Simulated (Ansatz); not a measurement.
# Ta3N5 (Cmcm): bands and screening cutoff converge together

Aim: vary empty bands and screening cutoff apart and together in G0W0 on Ta3N5 (Cmcm).

Method: G0W0 on LDA, plane waves, PAW; PAW set soft_1, in Ansatz 0.2.0.

### 1. Starting point

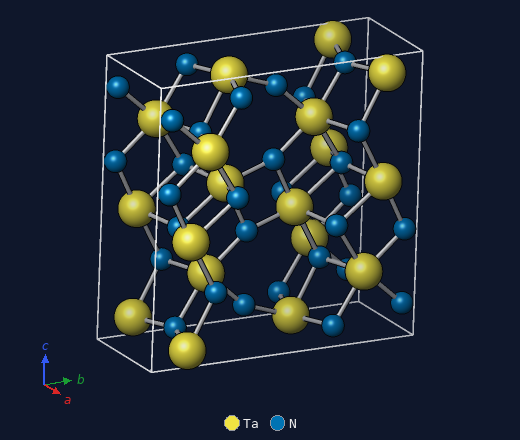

The cell as given, slightly off an axis (tantalum yellow, nitrogen blue). This picture shows the conventional cell, with its axes. Some periodic images of atoms are drawn too.

Structure file:

```xyz
16
Lattice="1.9431 -5.1059 0.0000 1.9431 5.1059 0.0000 0.0000 0.0000 10.2624" Properties=species:S:1:pos:R:3 pbc="T T T"
Ta    1.9431   -3.0932    2.5656
Ta    1.9431    3.0932    7.6968
Ta    1.9431   -3.7319    5.7373
Ta    1.9431    3.7319    0.6061
Ta    1.9431    3.7319    4.5251
Ta    1.9431   -3.7319    9.6563
N     1.9431    2.6879    2.5656
N     1.9431   -2.6879    7.6968
N     1.9431   -4.6258    1.2263
N     1.9431    4.6258    6.3575
N     1.9431    4.6258    9.0361
N     1.9431   -4.6258    3.9049
N     1.9431   -1.9543    0.7572
N     1.9431    1.9543    5.8884
N     1.9431    1.9543    9.5052
N     1.9431   -1.9543    4.3740
```

The cell and positions come from the Crystallography Open Database and are kept as given unless a step says otherwise. Spin-orbit coupling is left out unless a step names it.

### 2. 163 empty bands, screening to 50 eV

G0W0 replaces the xc potential by the self-energy, built once from these orbitals. Only a window of levels is corrected, while the sums run over the empty bands that the input names. This step takes PAW set soft_1 files.

input.yaml

```yaml
crystal:
  lattice:
    - [1.9431, -5.1059, 0.0]
    - [1.9431, 5.1059, 0.0]
    - [0.0, 0.0, 10.2624]
  atoms:
    - { symbol: Ta, position: [0.8029, 0.1971, 0.25] }
    - { symbol: Ta, position: [0.1971, 0.8029, 0.75] }
    - { symbol: Ta, position: [0.86545, 0.13455, 0.55906] }
    - { symbol: Ta, position: [0.13455, 0.86545, 0.05906] }
    - { symbol: Ta, position: [0.13455, 0.86545, 0.44094] }
    - { symbol: Ta, position: [0.86545, 0.13455, 0.94094] }
    - { symbol: "N", position: [0.23678, 0.76322, 0.25] }
    - { symbol: "N", position: [0.76322, 0.23678, 0.75] }
    - { symbol: "N", position: [0.95299, 0.04701, 0.11949] }
    - { symbol: "N", position: [0.04701, 0.95299, 0.61949] }
    - { symbol: "N", position: [0.04701, 0.95299, 0.88051] }
    - { symbol: "N", position: [0.95299, 0.04701, 0.38051] }
    - { symbol: "N", position: [0.69138, 0.30862, 0.07378] }
    - { symbol: "N", position: [0.30862, 0.69138, 0.57378] }
    - { symbol: "N", position: [0.30862, 0.69138, 0.92622] }
    - { symbol: "N", position: [0.69138, 0.30862, 0.42622] }
kpoints:
  mp_grid: { grid: [4, 4, 2] }
hamiltonian:
  xc: lda
  pseudopotentials: { kind: paw, azcp: { folder: soft_1 }, xc_functional: pbe }
scf:
  occupations: { method: fixed }
gw:
  n_empty_bands: 163
  ecut_chi: 50
  qp_bands: [v4, c4]
  qp_kpoints: band_edges
  screening: { model: contour_deformation }
```

Launch:

```console
$ ansatz run input.yaml --threads 2 --pin off --max-ram 92160MiB --backend cuda --events-out ev --progress --plain --runs-dir out --devices 1 --max-vram 13GiB
```

Numbers of over 12 decimals in the logs are rounded to 6 here.

The program printed:

```text
GPUs: using 1 of 1 available (devices: 1).
Engine: ansatz 0.2.0, x86_64-unknown-linux-gnu
Pseudopotentials: kind: paw
Pseudopotential: Ta, paw, valence charge 13, recommended cutoff 420 eV (normal), soft_1/Ta.paw.azcp
Pseudopotential: N, paw, valence charge 5, recommended cutoff 420 eV (normal), soft_1/N.paw.azcp
Functional definition: SPW92
  exchange = slater_x
  correlation = pw_c
device memory: the entry about to start is reckoned to put 3.2 GiB on a device that reports 49.3 GiB free (of which the cap on the GPU budget leaves the run 13.0 GiB)
GPU FFT provider: cuFFT
GPU libraries: cuBLAS 13.8.2, cuFFT 12.4.0, cuSOLVER 12.3.4
Crystal: 16 atoms, lattice volume = 203.632 Å³
Basis set: ecut = 420 eV, 3985 PW (Γ)
Bands: 80, of which v1, the nominal top of the filled ones, is band 64 counted from 1 (63 counted from 0)
Symmetry: 8 space group operations
Space group: Cmcm (ITA 63), of the structure as read, at distance tolerance 5.9e-5 Å
k-points: 14 of 32
Non-local potential: Ta, projectors of the file, l = 0: 3, l = 1: 2, l = 2: 2, l = 3: 1
Non-local potential: N, projectors of the file, l = 0: 2, l = 1: 2, l = 2: 1
PAW form: soft (Blöchl's): semilocal exchange-correlation on the pseudo side does not see the compensation charge
PAW frozen core: Ta, regenerated for the run's functional, and the local potential with it (the file was generated under x = pbe(κ = 0.804, μ = 0.219515), c = pbe(β = 0.066725))
PAW frozen core: N, regenerated for the run's functional, and the local potential with it (the file was generated under x = pbe(κ = 0.804, μ = 0.219515), c = pbe(β = 0.066725))
PAW one-centre angular grid: Ta, 590 points (default); XC on 64 Gauss nodes
PAW one-centre angular grid: N, 110 points (default); XC on 64 Gauss nodes
Initial density: superposition of atomic densities (chi_scale 0.1, normalization cell, long waves kept (reshape's long-wave potential 0.01 eV rms))
Initial wavefunctions: pseudopotential atomic-orbital guess
GPU buffer pool allocated for 115200 grid points (all kernels)
GPU transforms: local potential and band sums: pruned to the plane-wave sphere, on 40×40×72
Functional: x = slater, c = lda
SCF iter   1: F=—  HF=-61864.970500 eV  |F-HF|=—  |Δ(HF+E_count)|=         —  Δρ=1.10e-1  dr2=2.80e1  ethr=3.10e-3  ⟨swp⟩=4.5  Hψ=3833  notcnv=0  defer=190
preconditioner: auto → Resta (q_TF=auto, 2.525 Å⁻¹)  ε∞=6.3  [insulator: Δε(μ)=2.655 eV  Ē_g=10.129 eV  n_scr=56 (ndim 8)  ℏωp=23.3 eV  f_vac=0.013  ε∞_Penn≈6.3]
SCF iter   2: F=—  HF=-61858.267622 eV  |F-HF|=—  |Δ(HF+E_count)|=    6.70e0  Δρ=4.41e-2  dr2=2.58e0  ethr=3.10e-3  ⟨swp⟩=2.8  Hψ=2006  notcnv=0  defer=183
SCF iter   3: F=—  HF=-61857.720284 eV  |F-HF|=—  |Δ(HF+E_count)|=   5.47e-1  Δρ=2.26e-2  dr2=9.08e-1  ethr=2.01e-3  ⟨swp⟩=2.0  Hψ=1340  notcnv=0  defer=195
SCF iter   4: F=—  HF=-61857.503078 eV  |F-HF|=—  |Δ(HF+E_count)|=   2.17e-1  Δρ=1.12e-2  dr2=3.05e-1  ethr=7.09e-4  ⟨swp⟩=2.1  Hψ=1424  notcnv=0  defer=192
SCF iter   5: F=—  HF=-61857.429572 eV  |F-HF|=—  |Δ(HF+E_count)|=   7.35e-2  Δρ=2.05e-3  dr2=2.05e-2  ethr=2.39e-4  ⟨swp⟩=2.1  Hψ=1536  notcnv=0  defer=194
SCF iter   6: F=—  HF=-61857.427091 eV  |F-HF|=—  |Δ(HF+E_count)|=   2.48e-3  Δρ=6.54e-4  dr2=2.02e-3  ethr=1.60e-5  ⟨swp⟩=2.0  Hψ=1575  notcnv=0  defer=195
SCF iter   7: F=—  HF=-61857.427167 eV  |F-HF|=—  |Δ(HF+E_count)|=   7.56e-5  Δρ=2.24e-4  dr2=1.43e-4  ethr=1.57e-6  ⟨swp⟩=2.0  Hψ=1435  notcnv=0  defer=193
SCF iter   8: F=—  HF=-61857.427208 eV  |F-HF|=—  |Δ(HF+E_count)|=   4.07e-5  Δρ=1.28e-4  dr2=4.29e-5  ethr=1.11e-7  ⟨swp⟩=2.0  Hψ=1541  notcnv=0  defer=165
SCF iter   9: F=—  HF=-61857.427209 eV  |F-HF|=—  |Δ(HF+E_count)|=   1.72e-6  Δρ=7.35e-5  dr2=1.24e-5  ethr=3.35e-8  ⟨swp⟩=2.0  Hψ=1593  notcnv=0  defer=140
SCF iter  10: F=—  HF=-61857.427208 eV  |F-HF|=—  |Δ(HF+E_count)|=   1.66e-6  Δρ=1.34e-5  dr2=4.65e-7  ethr=9.70e-9  ⟨swp⟩=2.0  Hψ=1513  notcnv=0  defer=139
[...]
device memory: the entry about to start is reckoned to put 1.3 GiB on a device that reports 61.9 GiB free (of which the cap on the GPU budget leaves the run 13.0 GiB)
NSCF: frozen V_eff on 1 k-points
SCF converged after 11 iterations
Free energy (F): -61857.427208 eV
Harris-Foulkes:  -61857.427208 eV  (|F-HF|=3.93e-8)
Internal energy: -61857.427208 eV  (E = F + TS)
E sigma→0 (E₀):  -61857.427208 eV
Fermi energy:    11.504656 eV
--- Per-component energies (eV) ---
  E_band       = -1040.023261
  E_kinetic    = 3616.231741
  E_local      = -7373.115048  (includes V_loc(G=0)·N_el)
  E_nonlocal   = 335.132949
  E_hartree    = 2690.418017
  E_xc         = -2490.039322
  E_vxc        = -2141.640112  (∫ρ·V_xc dr)
  E_paw        = -49534.980711  (= ΣΔE_a)
  E_vpaw       = -857.478623  (= ΣTr[D̂ρ^β])
  E_aug_tail   = 0.009281  (compensation charges beyond the density's cutoff)
  E_ewald      = -9103.438537
  E_core_change = 2.354423  (= ΣΔE_core)
  E_smearing   = -0.000000  (= −TS)
  E_closure    = -0.000000  (closes the sum)
  Σ components = -61857.427208   (vs F -61857.427208, Δ=0.00e0)
--- Band table (eV; the first three rows and the last of 14) ---
  k-point 0: bands = [... 60 lower, 10.7078, 11.0238, 11.2545, 11.5047, 12.9008, 13.2184, 13.6041, 13.9085, ... 12 higher]
  k-point 1: bands = [... 60 lower, 10.8162, 10.8162, 10.9880, 10.9880, 13.0907, 13.0907, 13.9806, 13.9806, ... 12 higher]
  k-point 2: bands = [... 60 lower, 10.6254, 10.7514, 10.9152, 11.4205, 13.4283, 14.0203, 14.1446, 14.3602, ... 12 higher]
  k-point 13: bands = [... 60 lower, 10.3415, 10.3415, 10.9425, 10.9425, 13.0375, 13.0375, 14.1739, 14.1739, ... 12 higher]
--- G₀W₀: contour deformation, 7 samples at zero and on the imaginary axis and 1 off it, 32 q-points, 163 empty bands' worth ---
  eigenvalues of the whole cell's RPA ε∞ on this k-mesh (on a slab, of 1 + 4πα/V) = 11.0758, 11.0868, 14.2137; static W/v taken at q = 0 is 0.080481
  bands read: the sum over 227 bands ends inside a degenerate multiplet in 7 slots, whose members it reads at an even weight; the widest, k=1: bands 227 to 228 (counted from 1) at 1/2 each
  gw.qp_kpoints: band_edges: 13 of 14 stored k-points solved, in 1 pass; an edge of the gap read off the rows below is read off those points alone
    valence top: of the k-points left out ik 7 came nearest to being solved in a further pass, in band 64 (counted from 1, as in the quasiparticle table): it holds the edge there only if its correction is more favourable than any solved in that band by at least 0.859 eV; those differ by 0.135 eV
    conduction bottom: of the k-points left out ik 7 came nearest to being solved in a further pass, in band 66 (counted from 1, as in the quasiparticle table): it holds the edge there only if its correction is more favourable than any solved in that band by at least 1.103 eV; those differ by 0.100 eV
    ik  band        ε_KS         Σx   Σc(E_QP)       V_xc       Z   E_QP_lin       E_QP  E_QP is
     0    61     10.7078   -21.2017     3.3940   -18.3672  0.7525    11.2624    11.2673  root
     0    62     11.0238   -21.5509     3.4415   -18.7081  0.7530    11.6169    11.6225  root
     0    63     11.2545   -22.4630     3.5617   -19.5998  0.7598    11.9463    11.9531  root
     0    64     11.5047   -21.3368     3.0591   -18.9846  0.7597    12.2051    12.2116  root
     0    65     12.9008   -13.2976    -4.2529   -18.7893  0.7819    14.1900    14.1395  root
     0    66     13.2184   -13.7802    -4.1102   -19.1456  0.7782    14.5287    14.4736  root
     0    67     13.6041   -13.5220    -4.1920   -18.9585  0.7780    14.9026    14.8487  root
     0    68     13.9085   -13.1560    -4.7949   -19.2155  0.7699    15.2378    15.1731  root
     1    61     10.8162   -21.5572     3.4839   -18.6541  0.7517    11.3916    11.3971  root
     1    62     10.8162   -21.5572     3.4839   -18.6541  0.7517    11.3916    11.3971  root
     1    63     10.9880   -21.7612     3.4406   -18.9457  0.7581    11.6074    11.6131  root
     1    64     10.9880   -21.7612     3.4406   -18.9457  0.7581    11.6074    11.6131  root
     1    65     13.0907   -13.7433    -4.0862   -19.0791  0.7792    14.3934    14.3402  root
     1    66     13.0907   -13.7433    -4.0862   -19.0791  0.7792    14.3934    14.3402  root
[...]
13    64     10.9425   -21.4795     3.4153   -18.6613  0.7537    11.5340    11.5396  root
    13    65     13.0375   -13.5669    -4.0815   -18.8760  0.7789    14.3140    14.2650  root
    13    66     13.0375   -13.5669    -4.0815   -18.8760  0.7789    14.3140    14.2650  root
    13    67     14.1739   -13.2006    -4.1167   -18.5400  0.7743    15.4480    15.3965  root
    13    68     14.1739   -13.2006    -4.1167   -18.5400  0.7743    15.4480    15.3965  root
```

It took 19 s on 1 × NVIDIA H100 80GB HBM3 (shared by 6 runs) with 2 threads of AMD EPYC 7R13 (Zen 3), shared host; peak memory 1.4 GiB.

Reading the cycles: dr2 is the Hartree energy of the density residual (eV), the measure of convergence; HF is the Harris–Foulkes estimate of the energy, which meets the free energy F at convergence.

This step gave:

| Property | Result |
| --- | --- |
| bands summed | 227 |
| RPA ε∞ on this mesh (eigenvalues) | 11.08, 11.09, 14.21 |
| plane waves in the screening matrix | 165 |
| q-points in the mesh | 32 |
| G0W0 gap on the mesh | 1.657 eV |
| k of the valence top | 0, 0, 0 |
| k of the conduction bottom | -0.5, -0.5, 0 |
| starting gap on the mesh | 1.155 eV |
| Z at the valence top | 0.7597 |
| Z at the conduction bottom | 0.7848 |
| least direct G0W0 gap on the computed points | 1.898 eV |

The gap on the mesh goes from 1.16 eV to 1.66 eV, a correction of +0.50 eV. Between the two edge states, bare exchange in place of the xc potential would open the gap by 7.80 eV, and correlation takes back 7.30 eV.

### 3. 849 empty bands, screening to 50 eV

Edit input.yaml of step 2 so:

```diff
@@ -30,3 +30,3 @@
 gw:
-  n_empty_bands: 163
+  n_empty_bands: 849
   ecut_chi: 50
```

The program printed:

```text
GPUs: using 1 of 1 available (devices: 1).
[...]
GPU FFT provider: cuFFT
GPU libraries: cuBLAS 13.8.2, cuFFT 12.4.0, cuSOLVER 12.3.4
Crystal: 16 atoms, lattice volume = 203.632 Å³
Basis set: ecut = 420 eV, 3985 PW (Γ)
Bands: 80, of which v1, the nominal top of the filled ones, is band 64 counted from 1 (63 counted from 0)
Symmetry: 8 space group operations
[...]
k-points: 14 of 32
[...]
0    68     13.9085   -13.1560    -5.1636   -19.2155  0.7688    14.8253    14.8043  root
[...]
13    65     13.0375   -13.5669    -4.4504   -18.8760  0.7776    13.9119    13.8961  root
    13    66     13.0375   -13.5669    -4.4504   -18.8760  0.7776    13.9119    13.8961  root
    13    67     14.1739   -13.2006    -4.4758   -18.5400  0.7729    15.0551    15.0375  root
    13    68     14.1739   -13.2006    -4.4758   -18.5400  0.7729    15.0551    15.0375  root
[key lines of the parts left out:]
SCF converged after 11 iterations
Free energy (F): -61857.427208 eV
Fermi energy:    11.504656 eV
```

Elapsed: 92 s, on 1 × NVIDIA H100 80GB HBM3 (shared by 6 runs) with 2 threads; peak memory 2.6 GiB; 2.3 min of CPU time.

Numbers from this step:

| Item | Value |
| --- | --- |
| bands summed | 913 |
| RPA ε∞ on this mesh (eigenvalues) | 11.10, 11.10, 14.24 |
| plane waves in the screening matrix | 165 |
| G0W0 gap on the mesh | 1.604 eV |
| k of the valence top | 0, 0, 0 |
| k of the conduction bottom | -0.5, -0.5, 0 |
| starting gap on the mesh | 1.155 eV |
| least direct G0W0 gap on the computed points | 1.842 eV |

Against the run with 4×4×2 mesh, 163 empty bands, screening to 50 eV, PAW set soft_1 files, the gap moves by −0.05 eV.

### 4. 462 empty bands, screening to 100 eV

Bands and screening cutoff are moved together, since each hides the error of the other.

Edit input.yaml of step 3 so:

```diff
@@ -30,4 +30,4 @@
 gw:
-  n_empty_bands: 849
-  ecut_chi: 50
+  n_empty_bands: 462
+  ecut_chi: 100
   qp_bands: [v4, c4]
```

The program printed:

```text
GPUs: using 1 of 1 available (devices: 1).
[...]
GPU FFT provider: cuFFT
GPU libraries: cuBLAS 13.8.2, cuFFT 12.4.0, cuSOLVER 12.3.4
Crystal: 16 atoms, lattice volume = 203.632 Å³
Basis set: ecut = 420 eV, 3985 PW (Γ)
Bands: 80, of which v1, the nominal top of the filled ones, is band 64 counted from 1 (63 counted from 0)
Symmetry: 8 space group operations
[...]
k-points: 14 of 32
[...]
0    68     13.9085   -13.1560    -5.1597   -19.2155  0.7633    14.8301    14.8083  root
[...]
13    65     13.0375   -13.5669    -4.4617   -18.8760  0.7723    13.9004    13.8848  root
    13    66     13.0375   -13.5669    -4.4617   -18.8760  0.7723    13.9004    13.8848  root
    13    67     14.1739   -13.2006    -4.4919   -18.5400  0.7671    15.0385    15.0213  root
    13    68     14.1739   -13.2006    -4.4919   -18.5400  0.7671    15.0385    15.0213  root
[key lines of the parts left out:]
SCF converged after 11 iterations
Free energy (F): -61857.427208 eV
Fermi energy:    11.504656 eV
```

The job ended after 37 s (1 × NVIDIA H100 80GB HBM3 (shared by 6 runs) with 2 threads; peak memory 2.1 GiB; 43 s of CPU time).

The G0W0 gap on the mesh is 1.773 eV.

### 5. 2402 empty bands, screening to 100 eV

Edit input.yaml of step 4 so:

```diff
@@ -30,3 +30,3 @@
 gw:
-  n_empty_bands: 462
+  n_empty_bands: 2402
   ecut_chi: 100
```

The program printed:

```text
GPUs: using 1 of 1 available (devices: 1).
[...]
GPU FFT provider: cuFFT
GPU libraries: cuBLAS 13.8.2, cuFFT 12.4.0, cuSOLVER 12.3.4
Crystal: 16 atoms, lattice volume = 203.632 Å³
Basis set: ecut = 420 eV, 3985 PW (Γ)
Bands: 80, of which v1, the nominal top of the filled ones, is band 64 counted from 1 (63 counted from 0)
Symmetry: 8 space group operations
[...]
k-points: 14 of 32
[...]
0    68     13.9085   -13.1560    -5.3471   -19.2155  0.7628    14.6333    14.6208  root
[...]
13    65     13.0375   -13.5669    -4.6507   -18.8760  0.7718    13.7044    13.6958  root
    13    66     13.0375   -13.5669    -4.6507   -18.8760  0.7718    13.7044    13.6958  root
    13    67     14.1739   -13.2006    -4.6805   -18.5400  0.7666    14.8423    14.8328  root
    13    68     14.1739   -13.2006    -4.6805   -18.5400  0.7666    14.8423    14.8328  root
[key lines of the parts left out:]
SCF converged after 11 iterations
Free energy (F): -61857.427208 eV
Fermi energy:    11.504656 eV
```

Run time: 8.7 min. Hardware: 1 × NVIDIA H100 80GB HBM3 (shared by 6 runs) with 2 threads; peak memory 7.7 GiB.

The G0W0 gap on the mesh is 1.776 eV.

### 6. 163 empty bands, screening to 150 eV

Edit input.yaml of step 5 so:

```diff
@@ -30,4 +30,4 @@
 gw:
-  n_empty_bands: 2402
-  ecut_chi: 100
+  n_empty_bands: 163
+  ecut_chi: 150
   qp_bands: [v4, c4]
```

The program printed:

```text
GPUs: using 1 of 1 available (devices: 1).
[...]
GPU FFT provider: cuFFT
GPU libraries: cuBLAS 13.8.2, cuFFT 12.4.0, cuSOLVER 12.3.4
Crystal: 16 atoms, lattice volume = 203.632 Å³
Basis set: ecut = 420 eV, 3985 PW (Γ)
Bands: 80, of which v1, the nominal top of the filled ones, is band 64 counted from 1 (63 counted from 0)
Symmetry: 8 space group operations
[...]
k-points: 14 of 32
[...]
4    67     14.1035   -13.7197    -4.5354   -19.5992  0.7694    15.5552    15.4476  root ?
[...]
13    65     13.0375   -13.5669    -4.0415   -18.8760  0.7727    14.3651    14.3051  root
    13    66     13.0375   -13.5669    -4.0415   -18.8760  0.7727    14.3651    14.3051  root
    13    67     14.1739   -13.2006    -4.0905   -18.5400  0.7668    15.4814    15.4228  root
    13    68     14.1739   -13.2006    -4.0905   -18.5400  0.7668    15.4814    15.4228  root
[key lines of the parts left out:]
SCF converged after 11 iterations
Free energy (F): -61857.427208 eV
Fermi energy:    11.504656 eV
```

Run time: 25 s. Hardware: 1 × NVIDIA H100 80GB HBM3 (shared by 6 runs) with 2 threads; peak memory 2.7 GiB; 33 s of CPU time.

The G0W0 gap on the mesh is 1.779 eV.

### 7. 849 empty bands, screening to 150 eV

Edit input.yaml of step 6 so:

```diff
@@ -30,3 +30,3 @@
 gw:
-  n_empty_bands: 163
+  n_empty_bands: 849
   ecut_chi: 150
```

The program printed:

```text
GPUs: using 1 of 1 available (devices: 1).
[...]
GPU FFT provider: cuFFT
GPU libraries: cuBLAS 13.8.2, cuFFT 12.4.0, cuSOLVER 12.3.4
Crystal: 16 atoms, lattice volume = 203.632 Å³
Basis set: ecut = 420 eV, 3985 PW (Γ)
Bands: 80, of which v1, the nominal top of the filled ones, is band 64 counted from 1 (63 counted from 0)
Symmetry: 8 space group operations
[...]
k-points: 14 of 32
[...]
0    68     13.9085   -13.1560    -5.3076   -19.2155  0.7609    14.6746    14.6604  root
[...]
13    65     13.0375   -13.5669    -4.6182   -18.8760  0.7701    13.7379    13.7283  root
    13    66     13.0375   -13.5669    -4.6182   -18.8760  0.7701    13.7379    13.7283  root
    13    67     14.1739   -13.2006    -4.6668   -18.5400  0.7644    14.8564    14.8464  root
    13    68     14.1739   -13.2006    -4.6668   -18.5400  0.7644    14.8564    14.8464  root
[key lines of the parts left out:]
SCF converged after 11 iterations
Free energy (F): -61857.427208 eV
Fermi energy:    11.504656 eV
```

Elapsed: 100 s, on 1 × NVIDIA H100 80GB HBM3 (shared by 6 runs) with 2 threads; peak memory 3.6 GiB; 2.8 min of CPU time.

The G0W0 gap on the mesh is 1.884 eV.

(Continued in part 2 of 2.)

[Paths, hosts, dates, memory and timing lines, banners, echoed tables and standing remarks are left out of the program output.]

[Logs are printed without paths, hosts, clocks, repeated set-up lines and the standing remarks that a program may print on its own settings, such as how far it seeks lower states.]

[Runs of the session that timed out or met a known fault of the program may be left out.]

[Cells called generated may have been cut or substituted from an entry of the Crystallography Open Database or the Materials Project.]

[Hosts, paths, dates, database ids (printed as entryN), source tags and the programs' standing remarks are cut or masked in the printed files.]
